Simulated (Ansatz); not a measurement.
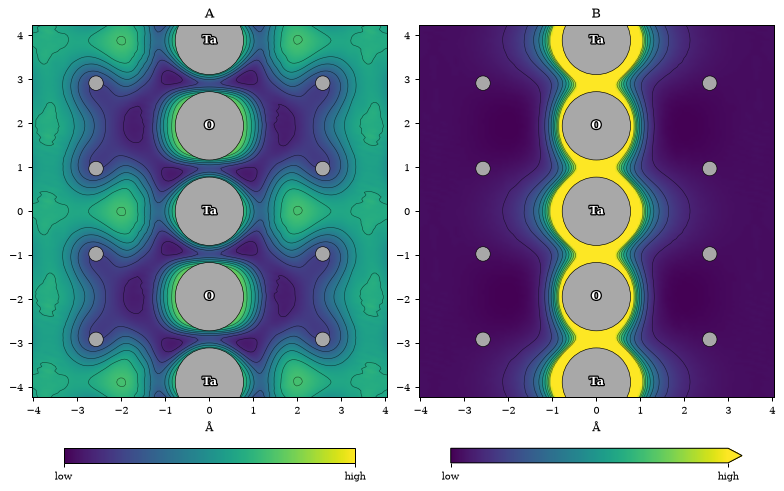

Li4TaO: 2 fields on the (100) plane of the conventional cell, with unlabelled colour scales. Grey discs cover the atomic cores.

Space group I422; a structure generated by program, which may or may not match a known phase; the SCF solution may not be the lowest one; the program warned that a starting moment wasn't kept; spin-polarised, but the moments vanished.

Computed with DFT PBE, scalar-relativistic, plane waves, PAW in Ansatz.

Match the panels to the quantities (electron localisation function and valence pseudo-density).

Panel A: electron localisation function. Panel B: valence pseudo-density. From the grid: Ta–O (1.94 Å): ρ at the midpoint is about 0.99 e/Å³; the ELF peaks at about 0.85 in the valence shell of O, 0.6 Å from its nucleus, and drops to about 0.25 between the two atoms: no shared electron pair shows on this line.
